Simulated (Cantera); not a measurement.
Input: 1 mol HMDSO, 0.15 mol N2O, 2.6 mol O2, held at 0.580 bar.

Cantera equilibrium calculation (NASA polynomials, part measured and part estimated; ideal gas, pure solids and liquids). Candidate condensed phases: C, C6H6, C7H8, C8H18, H2O, Si, SiC, SiO2, Si2N2O, Si3N4; 151 gas species. The feed counts by its element totals alone. The tables hold silica as quartz up to 1696 K and as liquid above; real silica turns to tridymite and cristobalite and melts near 1996 K. Rates play no part.

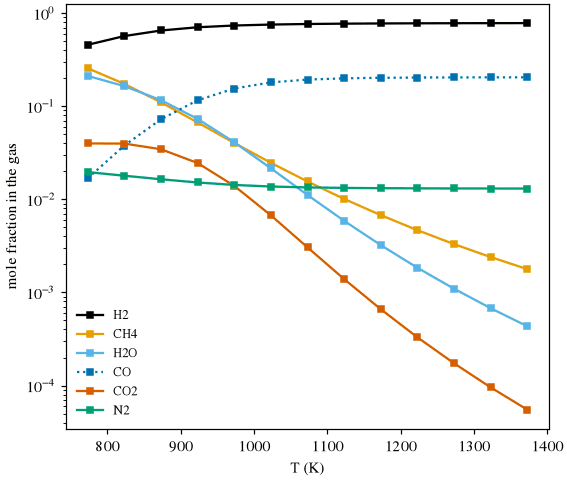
*Equilibrium gas composition (values under 1e-9 drawn at 1e-9)*

From 773 K to 823 K the condensed part is C(graphite) + SiO2(α-quartz). From 873 K to 1373 K the condensed part is C(graphite) + SiO2(β-quartz).
